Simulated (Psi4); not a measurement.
**B2PLYP/def2-SVPD (density fitting for correlation) run of GaH2ClO (SMILES [OH][GaH][Cl])**

Aim: the vertical singlet–triplet gap of GaH2ClO at B2PLYP/def2-SVPD (density fitting for correlation), from 2 runs. 

The results are computed with Psi4 1.11.

**1. The molecule**

GaH2ClO: 5 atoms, total charge 0, spin state singlet. As SMILES, `[OH][GaH][Cl]`. Geometry: relaxed at PBE0-D4/def2-TZVP. This is one conformer, not always the lowest.

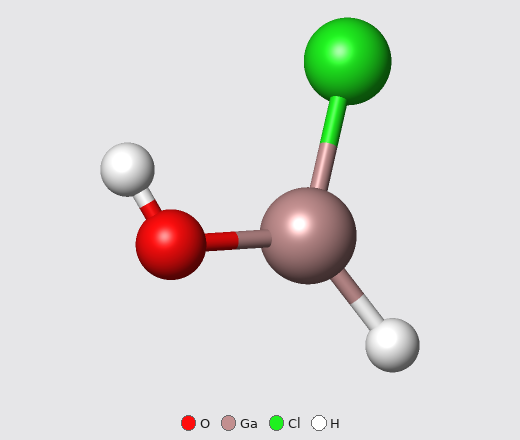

The structure, seen from a chosen angle (oxygen red, gallium pink, chlorine green, hydrogen white).

**2. The energy at B2PLYP/def2-SVPD (density fitting for correlation)**

Contents of clgah2o.inp:

```
memory 2200 MB

molecule system {
  O     -1.152400     0.516000    -0.496900
  Ga     0.470000     0.208100     0.146200
  Cl     0.927500    -1.856600     0.504600
  H     -1.672300    -0.281800    -0.622300
  H      1.477200     1.340600     0.426900
  symmetry c1
}

set {
  basis                def2-SVPD
  reference            rks
  puream               true
  e_convergence        1e-09
  d_convergence        1e-08
  scf_type             pk
  dft_radial_points    99
  dft_spherical_points 590
  num_frozen_docc      15
}

e_tot = energy('b2plyp')
```

The run is started by

```console
$ psi4 -i clgah2o.inp -o clgah2o.out -n 1
```

clgah2o.out:

```text
[...]
  Running in c1 symmetry.
[...]
  Nuclear repulsion =  255.054728086578365
[...]
  Multiplicity = 1
[...]
  Nalpha       = 29
  Nbeta        = 29
[...]
    Number of basis functions: 104
[...]
   @RKS iter   1: -2458.74396943393094   -2.27949e+00   2.38401e-02 DIIS/ADIIS
[...]
   @RKS iter  12: -2460.36917917928622   -5.91172e-11   9.36605e-09 DIIS
[...]
    Orbital Energies [Eh]
    ---------------------
    Doubly Occupied:
       1A   -375.192812     2A   -102.884220     3A    -46.884412
       4A    -41.474364     5A    -41.470924     6A    -41.469585
       7A    -19.741495     8A     -9.915474     9A     -7.559911
      10A     -7.556393    11A     -7.555832    12A     -5.916279
      13A     -4.127204    14A     -4.120907    15A     -4.117526
      16A     -1.128267    17A     -1.041593    18A     -1.035047
      19A     -1.031465    20A     -1.031125    21A     -1.015246
      22A     -0.917571    23A     -0.588512    24A     -0.504296
      25A     -0.437178    26A     -0.413701    27A     -0.408175
      28A     -0.387941    29A     -0.378964
[...]
  @RKS Final Energy: -2460.36917917928622
   => Energetics <=
    Nuclear Repulsion Energy =            255.0547280865783648
    One-Electron Energy =               -3932.2164850344233855
    Two-Electron Energy =                1270.4591599903887982
    DFT Exchange-Correlation Energy =     -53.6665822218303461
    Empirical Dispersion Energy =           0.0000000000000000
    VV10 Nonlocal Energy =                  0.0000000000000000
    Total Energy =                      -2460.3691791792862205
[...]
 Multipole Moments:
 ------------------------------------------------------------------------------------
     Multipole            Electronic (a.u.)      Nuclear  (a.u.)        Total (a.u.)
 ------------------------------------------------------------------------------------
 L = 1.  Multiply by 2.5417464519 to convert [e a0] to [Debye]
 Dipole X            :          2.0851426           -1.9985696            0.0865729
 Dipole Y            :          0.7613618           -0.5554586            0.2059032
 Dipole Z            :          0.7228400           -0.7081602            0.0146798
 Magnitude           :                                                    0.2238448
[...]
```

It took 17 s on 1 thread of Intel Xeon Platinum 8375C at 2.90GHz (Ice Lake), shared host; peak memory 0.8 GiB.

**3. The triplet at the same level**

Contents of clgah2o.in:

```
memory 2200 MB

molecule mol {
  0 3
  O     -1.152400     0.516000    -0.496900
  Ga     0.470000     0.208100     0.146200
  Cl     0.927500    -1.856600     0.504600
  H     -1.672300    -0.281800    -0.622300
  H      1.477200     1.340600     0.426900
  symmetry c1
}

set {
  basis def2-SVPD
  reference uks
  puream true
  e_convergence 1e-09
  d_convergence 1e-08
  scf_type pk
  dft_radial_points 99
  dft_spherical_points 590
  num_frozen_docc 15
  maxiter 100
}

energy("b2plyp")
```

The run is started by

```console
$ psi4 clgah2o.in clgah2o.out -n 1
```

clgah2o.out:

```text
[...]
  Running in c1 symmetry.
[...]
  Nuclear repulsion =  255.054728086578365
[...]
  Multiplicity = 3
[...]
  Nalpha       = 30
  Nbeta        = 28
[...]
    Number of basis functions: 104
[...]
   @UKS iter   1: -2458.18450831018936   -1.72003e+00   2.47432e-02 ADIIS/DIIS
[...]
   @UKS iter  22: -2460.13170429633101   -4.54747e-11   7.27405e-09 DIIS
[...]
   @S^2 Observed:                2.015958398E+00
[...]
    Orbital Energies [Eh]
    ---------------------
    Alpha Occupied:
       1A   -375.163510     2A   -102.871286     3A    -46.856588
       4A    -41.445825     5A    -41.443624     6A    -41.442348
       7A    -19.968227     8A     -9.901873     9A     -7.545917
      10A     -7.544034    11A     -7.542295    12A     -5.888111
      13A     -4.096104    14A     -4.094516    15A     -4.090779
      16A     -1.344066    17A     -1.013256    18A     -1.011837
      19A     -1.006426    20A     -1.001998    21A     -0.999578
      22A     -0.903851    23A     -0.753196    24A     -0.688657
      25A     -0.639440    26A     -0.473221    27A     -0.393823
      28A     -0.385593    29A     -0.367245    30A     -0.142629
    Alpha Virtual:
[...]
  @UKS Final Energy: -2460.13170429633101
   => Energetics <=
    Nuclear Repulsion Energy =            255.0547280865783648
    One-Electron Energy =               -3931.4547917162676640
    Two-Electron Energy =                1269.8896493532083696
    DFT Exchange-Correlation Energy =     -53.6212900198500790
    Empirical Dispersion Energy =           0.0000000000000000
    VV10 Nonlocal Energy =                  0.0000000000000000
    Total Energy =                      -2460.1317042963310087
  UHF NO Occupations:
  HONO-2 :   28  A 1.9945579
  HONO-1 :   29  A 1.0000000
[...]
 Multipole Moments:
 ------------------------------------------------------------------------------------
     Multipole            Electronic (a.u.)      Nuclear  (a.u.)        Total (a.u.)
 ------------------------------------------------------------------------------------
 L = 1.  Multiply by 2.5417464519 to convert [e a0] to [Debye]
 Dipole X            :          0.1515863           -1.9985696           -1.8469834
 Dipole Y            :          0.8053141           -0.5554586            0.2498554
 Dipole Z            :         -0.0157709           -0.7081602           -0.7239312
 Magnitude           :                                                    1.9994628
[...]
```

It took 44 s on 1 thread of Intel Xeon Platinum 8375C at 2.90GHz (Ice Lake), shared host; peak memory 0.8 GiB.

**4. Results**

At B2PLYP/def2-SVPD (density fitting for correlation), 15 core orbitals frozen:

```
                                                         quantity           value
                                            singlet: total energy  -2460.55607 Eh
                       singlet: HOMO energy (SCF part's orbitals)       -10.31 eV
                       singlet: LUMO energy (SCF part's orbitals)        -0.23 eV
                     singlet: HOMO–LUMO gap (SCF part's orbitals)        10.09 eV
                                            triplet: total energy  -2460.30312 Eh
triplet: HOMO energy (SCF part's orbitals) (highest over α and β)        -3.88 eV
                                                    triplet: ⟨S²⟩           2.016
                 vertical energy of the triplet above the singlet        6.883 eV
```

At this shape the triplet lies 6.88 eV (664 kJ/mol) above the singlet.
